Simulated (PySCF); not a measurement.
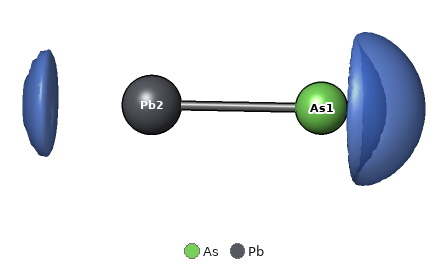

*AsPb (charge +1, triplet). Isosurface of the ELF at 0.8 (blue), seen from one side. Core shells and regions of very low density are left out.*

Core potentials replace the inner electrons of Pb.

Method: PBE0/cc-pVDZ(-PP), non-relativistic Hamiltonian with scalar-relativistic core potentials where named, at a bond length of 2.706 Å (PySCF 2.14.0).

```yaml
atoms:
  - { symbol: As, position_ang: [0.0000, 0.0000, -1.9894] }
  - { symbol: Pb, position_ang: [0.0000, 0.0000, 0.7166] }
```

> What do the ELF domains correspond to?

The surface consists of one lobe on As, pointing away from the bonds (non-bonding electrons) and one lobe on Pb, pointing away from the bonds (non-bonding electrons). Along the contacts the grid gives the following. As–Pb (2.71 Å): the ELF peaks at about 0.75 in the valence shell of As, 1.1 Å from its nucleus, and drops to about 0.25 between the two atoms.
